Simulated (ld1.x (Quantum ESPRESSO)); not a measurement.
| Item | Value |
| --- | --- |
| Element | chlorine |
| Generator | ld1.x (Quantum ESPRESSO) 7.5 |
| Type | norm-conserving Troullier–Martins (Kleinman–Bylander form) |
| Functional | LDA (PZ) |
| Relativity | scalar-relativistic |
| Frozen core | [Ne] |
| Valence charge | 7 |
| Reference configuration | 3s1.75 3p5.25 |
| Partial waves | 3p (bound): rc 1.05 bohr; 3s (bound): rc 1.00 bohr |
| Local potential | the s channel |
| Core correction | a·sin(br)/r model core inside 0.85 bohr |

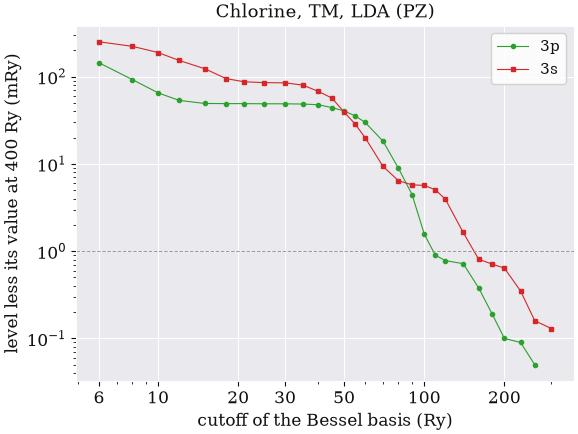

The pseudo-atom Hamiltonian at the reference potential is diagonalised in spherical Bessel functions (20 bohr box) up to the cutoff. Curves: distance of each valence level from its value at 400 Ry.

At which cutoff does each level come within 1 mRy for good?

Answer. 3p: 110 Ry; 3s: 160 Ry.

What cutoffs are needed for 10 mRy and 1 mRy in the sum of levels?

Answer. 140 Ry and 260 Ry, on the ladder of cutoffs that was run.

Which occupied shell is the hardest?

Answer. 3s: its level needs 160 Ry to come within 1 mRy, against 110 Ry for 3p.
